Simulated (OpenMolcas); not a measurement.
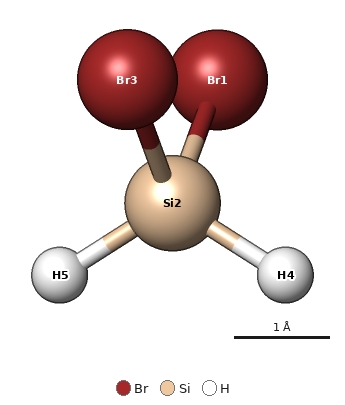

Fig. 1: The structure (ball-and-stick view, seen at an oblique angle; atoms are numbered from 1 in the order of the input).

# Run report: SiH2Br2, single-point calculation (part 1 of 2)

The run: single-point calculation of SiH2Br2. Method and program: CASPT2/ANO-RCC-VTZP, DKH2 (OpenMolcas 26.06).

The geometry comes from this level: GFN2-xTB.

Input
```
&GATEWAY
 Coord
 5
 bohr
 Br    -3.14406963    -2.29499679     0.66208445
 Si     0.37235164    -0.11136156     0.12989977
 Br    -0.58254587     3.38404595    -1.94942257
 H      2.05333861    -1.58718097    -1.43995241
 H      1.30092526     0.60949337     2.59739076
 Basis
 ANO-RCC-VTZP
 Group
 NoSym
 RICD

&SEWARD

&RASSCF
 FileOrb
 $CurrDir/step2.RasOrb
 Spin
 1
 Nactel
 2 0 0
 Inactive
 42
 Ras2
 2
 OrbListing
 Nothing
 OrbAppear
 Compact

&CASPT2
 Imaginary
 0.2
```

Machine: 1 thread of Arm Neoverse V1, 24 GiB of memory available, shared host.

Launch command:
```bash
export MOLCAS_MEM=1860
pymolcas step3.inp > step3.log
```

The program's output
```
--- Start Module: gateway ---

                                              &GATEWAY

                       available to each process: 1.9 GB of memory, 1 thread

++    Symmetry information:
      ---------------------

                    Character Table for C1

                             E
                    a        1  x, y, xy, Rz, z, xz, Ry, yz, Rx, I
--

++    Basis set information:
      ----------------------

      Basis set label: BR.ANO-RCC...6S5P3D1F.

      Electronic valence basis set:
      ------------------
      Associated Effective Charge  35.000000 au
      Associated Actual Charge     35.000000 au
      Nuclear Model: Point charge

      Shell  nPrim  nBasis  Cartesian Spherical Contaminant
         s      20       6        X
         p      17       5        X
         d      11       3                 X
         f       4       1                 X

      Basis set label: SI.ANO-RCC...5S4P2D1F.

      Electronic valence basis set:
      ------------------
      Associated Effective Charge  14.000000 au
      Associated Actual Charge     14.000000 au
      Nuclear Model: Point charge

      Shell  nPrim  nBasis  Cartesian Spherical Contaminant
         s      17       5        X
         p      12       4        X
         d       5       2                 X
         f       4       1                 X

      Basis set label: BR.ANO-RCC...6S5P3D1F.

      Electronic valence basis set:
      ------------------
      Associated Effective Charge  35.000000 au
      Associated Actual Charge     35.000000 au
      Nuclear Model: Point charge

      Shell  nPrim  nBasis  Cartesian Spherical Contaminant
         s      20       6        X
         p      17       5        X
         d      11       3                 X
         f       4       1                 X

      Basis set label: H.ANO-RCC...3S2P1D.

      Electronic valence basis set:
      ------------------
      Associated Effective Charge   1.000000 au
      Associated Actual Charge      1.000000 au
      Nuclear Model: Point charge

      Shell  nPrim  nBasis  Cartesian Spherical Contaminant
         s       8       3        X
         p       4       2        X
         d       3       1                 X
--

++    Molecular structure info:
      -------------------------

                    ************************************************
                    **** Cartesian Coordinates / bohr, angstrom ****
                    ************************************************

     Center  Label                x              y              z                     x              y              z
        1      BR1             -3.144070      -2.294997       0.662084             -1.663770      -1.214460       0.350360
        2      SI2              0.372352      -0.111362       0.129900              0.197040      -0.058930       0.068740
        3      BR3             -0.582546       3.384046      -1.949423             -0.308270       1.790760      -1.031590
        4      H4               2.053339      -1.587181      -1.439952              1.086580      -0.839900      -0.761990
        5      H5               1.300925       0.609493       2.597391              0.688420       0.322530       1.374480

                    ***************************************
                    *    InterNuclear Distances / bohr    *
                    ***************************************

               1 BR1           2 SI2           3 BR3           4 H4            5 H5
    1 BR1      0.000000
    2 SI2      4.173332        0.000000
    3 BR3      6.755213        4.177713        0.000000
    4 H4       5.650895        2.732800        5.649827        0.000000
    5 H5       5.651500        2.733202        5.649701        4.657429        0.000000

                    *******************************************
                    *    InterNuclear Distances / angstrom    *
                    *******************************************

               1 BR1           2 SI2           3 BR3           4 H4            5 H5
    1 BR1      0.000000
    2 SI2      2.208432        0.000000
    3 BR3      3.574705        2.210750        0.000000
    4 H4       2.990325        1.446135        2.989760        0.000000
    5 H5       2.990645        1.446348        2.989693        2.464605        0.000000

                    **************************************
                    *    Valence Bond Angles / degree    *
                    **************************************
                          Atom centers                 Phi
                      4 H4       2 SI2      5 H5       116.88
--

            Nuclear Potential Energy            451.27918122 au

--- Stop Module: gateway /rc=_RC_ALL_IS_WELL_ ---
--- Module gateway spent 6 seconds ---

--- Start Module: seward ---

                                              &SEWARD

                       available to each process: 1.9 GB of memory, 1 thread

               SEWARD will generate:
                  Multipole Moment integrals up to order  2
                  Kinetic Energy integrals
                  Nuclear Attraction integrals (point charge)
                  One-Electron Hamiltonian integrals
                  Velocity integrals
                  Relativistic Douglas-Kroll-Hess integrals:
                    - Parametrization         : EXP
                    - DKH order of Hamiltonian: 2
                    - DKH order of Properties : 0
                         - multipole moment operators
                         - electric potential operators
                         - contact operators
                  Orbital angular momentum around ( -1.4923   0.4357  -0.5153 )
                  Velocity quadrupole around ( -1.4923   0.4357  -0.5153 )
                  Atomic mean-field integrals
                  RI decomposed two-electron repulsion integrals stored Cholesky style
                   - acCD auxiliary basis
                   - CD Threshold:   1.00E-04

                   Integrals are discarded if absolute value <: 1.00E-14
                   Integral cutoff threshold is set to       <: 1.00E-16

            Nuclear Potential Energy            451.27918122 au

      Basis set specifications :
      Symmetry species         a
      Basis functions          148

--- Stop Module: seward /rc=_RC_ALL_IS_WELL_ ---
--- Module seward spent 9 seconds ---

--- Start Module: rasscf ---

                                              &RASSCF

                       available to each process: 1.9 GB of memory, 1 thread

      Header of the ONEINT file:
      --------------------------

      OrdInt status: non-squared

      Cartesian coordinates in angstrom:
      -----------------------------------------------------
      No.  Label        X            Y            Z
      -----------------------------------------------------
       1   BR1       -1.66377000  -1.21446000   0.35036000
       2   SI2        0.19704000  -0.05893000   0.06874000
       3   BR3       -0.30827000   1.79076000  -1.03159000
       4   H4         1.08658000  -0.83990000  -0.76199000
       5   H5         0.68842000   0.32253000   1.37448000
      -----------------------------------------------------
      Nuclear repulsion energy =  451.27918122

++    Wave function specifications:
      -----------------------------

      Number of closed shell electrons          84
      Number of electrons in active shells       2
      Max number of holes in RAS1 space          0
      Max nr of electrons in RAS3 space          0
      Number of inactive orbitals               42
      Number of active orbitals                  2
      Number of secondary orbitals             104
      Spin quantum number                      0.0
      State symmetry                             1
--

++    Orbital specifications:
      -----------------------

      Symmetry species                           1
                                                 a
      Frozen orbitals                            0
      Inactive orbitals                         42
      Active orbitals                            2
      RAS1 orbitals                              0
      RAS2 orbitals                              2
      RAS3 orbitals                              0
      Secondary orbitals                       104
      Deleted orbitals                           0
      Number of basis functions                148
--

++    CI expansion specifications:
      ----------------------------

      Number of CSFs                             3
      Number of spin combinations                3
      Number of determinants                     4
      Number of root(s) required                 1
      Root chosen for geometry opt.              1
      CI root used                               1

      highest root included in the CI            1
      max. size of the explicit Hamiltonian      3
--

++    Optimization specifications:
      ----------------------------

      RASSCF algorithm: LK RI/DF
      Maximum number of macro iterations       200
      Maximum number of SX iterations          100
      Threshold for RASSCF energy            1.000E-08
      Threshold for max MO rotation          1.000E-01
      Threshold for max BLB element          1.000E-04
      Level shift parameter                  5.000E-01
      Make Quasi-Newton update
--

      The MO-coefficients are taken from the file:
      step2.RasOrb
      Title: RASSCF average (pseudo-natural) orbitals

      Total molecular charge    0.00

      ************************************************************************************************************************
      *                                            Wave function control section                                             *
      ************************************************************************************************************************

                                         RASSCF iterations: Energy and convergence statistics
                                         ----------------------------------------------------

          iter iter root      energy       change     param      element    value   shift minimum  type update hh:mm:ss
 Nr of preliminary CI iterations:   1
      Total energies have been shifted. Add                -5000.00 au
        1   1    3    1  -499.47378318    0.00E+00   1.77E-05   43 133 1 -1.04E-06   0.03   0.00    SX    NO    0:00:02
        2   1    3    1  -499.47378318   -2.49E-10   1.53E-05   43 133 1 -8.24E-07   0.03   0.00    SX    NO    0:00:01
        3   1    3    1  -499.47378318   -7.64E-11   1.31E-05   43 133 1 -6.71E-07   0.03   0.00    SX    NO    0:00:01
        4   1    3    1  -499.47378318   -3.91E-11   1.12E-05   43 133 1 -5.62E-07   0.03   0.00    SX    NO    0:00:01
      Convergence after  4 iterations
        5   1    3    1  -499.47378318   -2.27E-11   1.12E-05   43 133 1 -4.74E-07   0.03   0.00    SX    NO    0:00:01

      ************************************************************************************************************************
                                                      Wave function printout:
                       occupation of active orbitals, and spin coupling of open shells (u,d: Spin up or down)
      ************************************************************************************************************************
```
